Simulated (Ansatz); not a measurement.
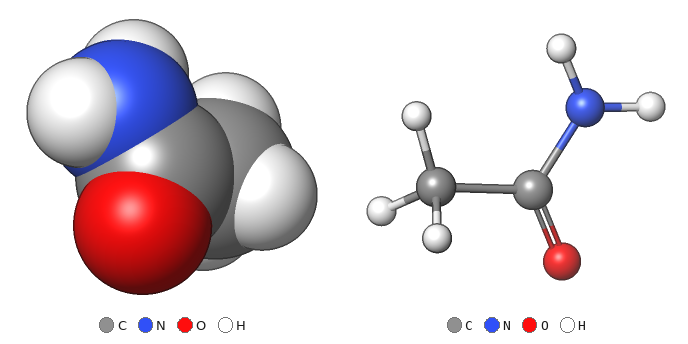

Both panels show the same species.

Question: What is the molecular formula?

Answer: C2H5NO, 9 atoms: 2 carbon, 5 hydrogen, 1 nitrogen and 1 oxygen.

Question: Does it have rings?

Answer: It has no ring.

More results for the same structure follow; atom numbers are the same in all pictures, views and colours differ. The geometry was computed by an optimisation with PBE0-D4/def2-TZVP.

### Geometry

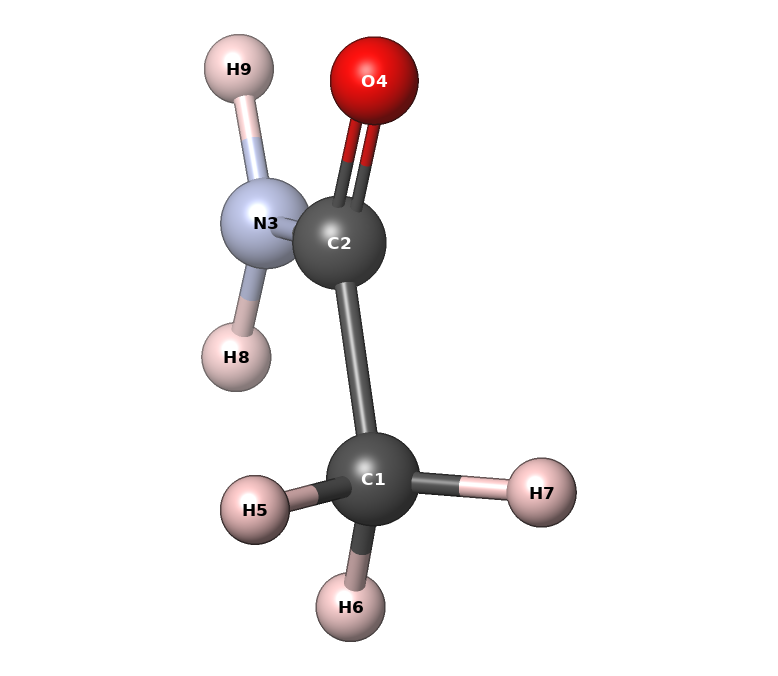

N3 lies behind C2. The molecule seen a little off the C2–N3 bond, C2 in front. Depth is shown by fading: the farther an atom, the more it takes the colour of the background.

Question: What is the torsion angle O4–C2–N3–H8? The sign is positive where the front bond must turn clockwise to cover the back bond.

Answer: 180°, antiperiplanar (anti).

### Vibrations

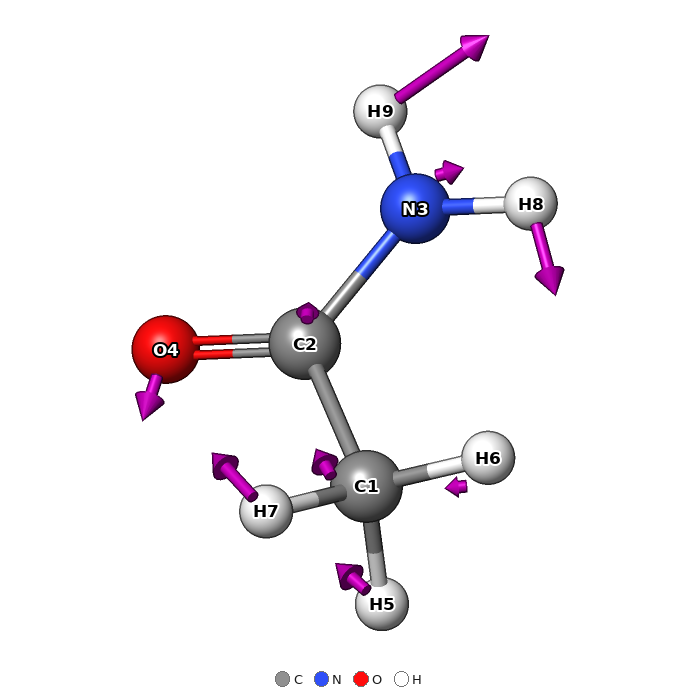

The arrows show one normal mode. Harmonic vibrations computed with RKS PBE0-D4/def2-TZVP (Ansatz 0.2.0) at a stationary point of the same level.

Question: What kind of motion is it?

Answer: Mostly angle bending.

Question: At what wavenumber does it lie?

Answer: 548 cm⁻¹; it is mode 5 of 21 counted from the lowest.

### Dipole moment

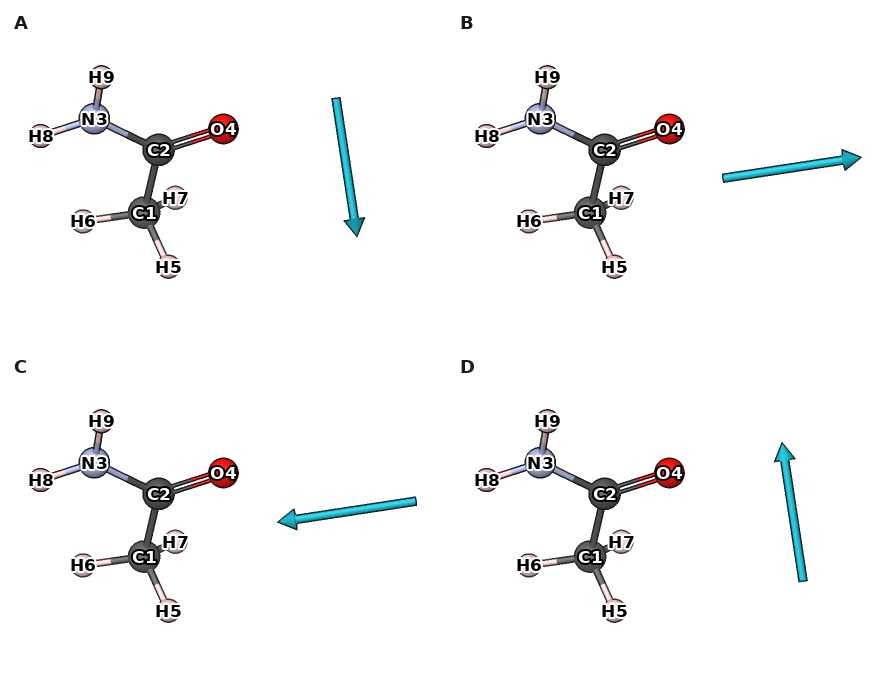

The same molecule four times, each with an arrow. Level of theory: RKS PBE-D4/def2-TZVPP (Ansatz 0.2.0).

Question: Which arrow points along the dipole moment, from the negative to the positive end?

Answer: C. The dipole moment is 3.73 D; it points from the side of O4 to the side of H8 (the outermost atoms at the two ends).

### Charges

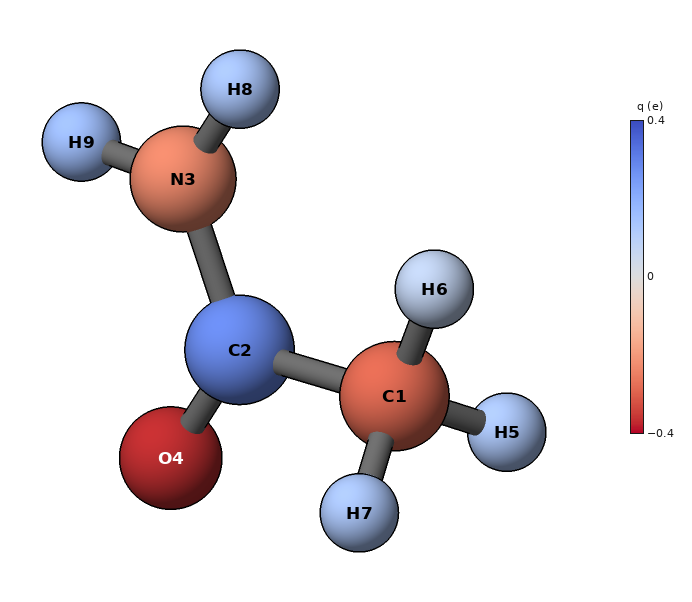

Atoms are coloured by their Mulliken charges. Method: RKS ωB97M-V/def2-TZVPP (Ansatz 0.2.0).

Give the Mulliken charges atom by atom.

| atom | value (e) |
| --- | --- |
| C1 | −0.28 |
| C2 | 0.28 |
| N3 | −0.23 |
| O4 | −0.36 |
| H5 | 0.12 |
| H6 | 0.07 |
| H7 | 0.12 |
| H8 | 0.13 |
| H9 | 0.15 |

Mulliken values depend strongly on the basis set and can even reverse the polarity of a bond.
